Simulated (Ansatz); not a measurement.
# C2H5Si (SMILES C=C[SiH2]) at U-revPBE/aug-cc-pVDZ

What is the energy change on altering one bond length of C2H5Si at U-revPBE/aug-cc-pVDZ? 

The results are computed with Ansatz 0.2.0.

25 further runs of the same task are left out: 25 set aside as unsound or not needed.

**1. The system as given**

C2H5Si has 8 atoms, charge 0, and is taken as a doublet. As SMILES, `C=C[SiH2]`. The shape is that of a PBE0-D4/def2-TZVP optimisation.

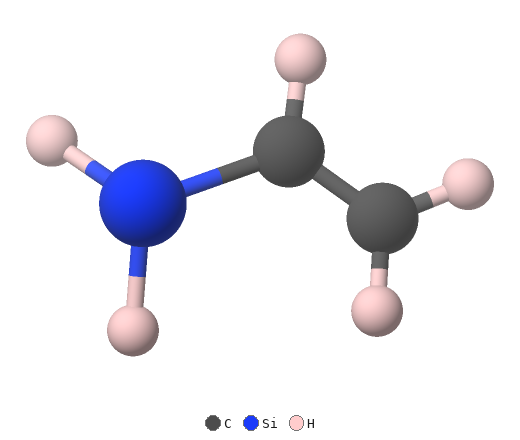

The structure, seen from a chosen angle (carbon dark grey, silicon blue, hydrogen pink).

**2. A single-point energy at U-revPBE/aug-cc-pVDZ**

The input, molecule.yaml:

```yaml
crystal:
  periodic: [false, false, false]
  atoms:
    - symbol: C
      position_ang: [-0.408600, 0.930200, -0.877900]
    - symbol: C
      position_ang: [-0.357700, 0.348900, 0.326600]
    - symbol: Si
      position_ang: [0.886400, -0.913500, 0.807600]
    - symbol: H
      position_ang: [0.266200, 0.644900, -1.679900]
    - symbol: H
      position_ang: [-1.129000, 1.708400, -1.111700]
    - symbol: H
      position_ang: [-1.056700, 0.689200, 1.089200]
    - symbol: H
      position_ang: [1.531500, -1.544100, -0.375100]
    - symbol: H
      position_ang: [0.360000, -1.921200, 1.765400]
basis:
  gaussian:
    orbitals: aug-cc-pVDZ
magnetization:
  spin_polarized: true
  initial_magnetization: 1
hamiltonian:
  xc: {name: revPBE}
accuracy: high
output:
  orbitals: {seedname: orbitals}
```

Run with:

```console
$ ansatz run molecule.yaml --threads 1 --pin off --max-ram 3480MiB --events-out events.jsonl --progress --plain --runs-dir runs
```

Output:

```text
Warning: RAYON_NUM_THREADS=1 ignored (pool sized by the plan → 1); use --threads N
Functional definition: revPBE
  name "revPBE"
  parameter kappa = 1.245
  parameter beta = 0.06672455060314922
  exchange = pbe_x(kappa = kappa, mu = beta*pi^2/3)
  correlation = pbe_c(beta = beta)
2333 factors; integrals over basis functions are off by at most 3.9e-9 eV
mean field evaluation 1: about -10009.6642 eV, gradient 5.5e1 eV
mean field evaluation 2: about -9838.9696 eV, gradient 1.3e2 eV
mean field evaluation 4: about -10028.2170 eV, gradient 8.6e0 eV
mean field evaluation 8: about -10028.9738 eV, gradient 7.9e-2 eV
mean field evaluation 16: about -10028.9719 eV, gradient 1.3e-4 eV
mean field -10028.97185831 eV, -368.5579179117 hartree, gradient 4.6e-8 eV, S^2 0.757078; 0 other end points of the search recorded, 0 dependent functions left out
reference -10028.97186968 eV, -368.5579183294 hartree; 16, 15 occupied and 102, 103 virtual orbitals, 2333 factors
Total energy: -10028.97186968 eV, -368.5579183294 hartree
```

Run time: 15 s. Hardware: 1 thread of Arm Neoverse V2, shared host; peak memory 0.41 GiB.

**3. The distorted shape**

The input, input.yaml:

```yaml
crystal:
  periodic: [false, false, false]
  atoms:
    - {symbol: C, position_ang: [-0.781848, 1.308938, -1.022207]}
    - {symbol: C, position_ang: [-0.730948, 0.727638, 0.182293]}
    - {symbol: Si, position_ang: [0.886400, -0.913500, 0.807600]}
    - {symbol: H, position_ang: [-0.107048, 1.023638, -1.824207]}
    - {symbol: H, position_ang: [-1.502248, 2.087138, -1.256007]}
    - {symbol: H, position_ang: [-1.429948, 1.067938, 0.944893]}
    - {symbol: H, position_ang: [1.531500, -1.544100, -0.375100]}
    - {symbol: H, position_ang: [0.360000, -1.921200, 1.765400]}
basis:
  gaussian: {orbitals: aug-cc-pVDZ}
accuracy: high
hamiltonian: {xc: {name: revPBE}}
magnetization: {spin_polarized: true, initial_magnetization: 1}
output: {orbitals: {seedname: orbitals}}
```

Run with:

```console
$ ansatz run input.yaml --threads 1 --pin off --max-ram 3480MiB --events-out events.jsonl --progress --plain --runs-dir runs
```

Output, shortened:

```text
Warning: RAYON_NUM_THREADS=1 ignored (pool sized by the plan → 1); use --threads N
[... 6 set-up lines as earlier in the session ...]
2340 factors; integrals over basis functions are off by at most 3.4e-9 eV
mean field evaluation 1: about -10003.8665 eV, gradient 5.9e1 eV
mean field evaluation 2: about -9675.0743 eV, gradient 1.4e2 eV
mean field evaluation 4: about -10024.4766 eV, gradient 1.9e1 eV
mean field evaluation 8: about -10027.8616 eV, gradient 1.3e-1 eV
mean field evaluation 16: about -10027.8556 eV, gradient 3.4e-4 eV
mean field -10027.85557739 eV, -368.5168953444 hartree, gradient 7.5e-8 eV, S^2 0.753366; 0 other end points of the search recorded, 0 dependent functions left out
reference -10027.85558899 eV, -368.5168957707 hartree; 16, 15 occupied and 102, 103 virtual orbitals, 2340 factors
Total energy: -10027.85558899 eV, -368.5168957707 hartree
```

It took 15 s on 1 thread of Arm Neoverse V2, shared host; peak memory 0.41 GiB.

**4. Summary of results**

At U-revPBE/aug-cc-pVDZ:

| quantity | value |
| --- | --- |
| first shape: total energy | -368.55792 Eh |
| first shape: HOMO energy (highest over α and β) | -4.75 eV |
| first shape: LUMO energy (lowest over α and β) | -3.20 eV |
| first shape: ⟨S²⟩ | 0.757 |
| distorted shape: total energy | -368.51690 Eh |
| distorted shape: HOMO energy (highest over α and β) | -5.11 eV |
| distorted shape: LUMO energy (lowest over α and β) | -3.42 eV |
| distorted shape: ⟨S²⟩ | 0.753 |
| energy change with the C2–Si3 bond stretched from 1.837 to 2.388 Å | 1.116 eV |

**Reading.** With the C2–Si3 bond stretched from 1.837 to 2.388 Å the energy rises by 1.12 eV (26 kcal/mol). The first shape isn't relaxed at this level, so the change isn't measured from a minimum.
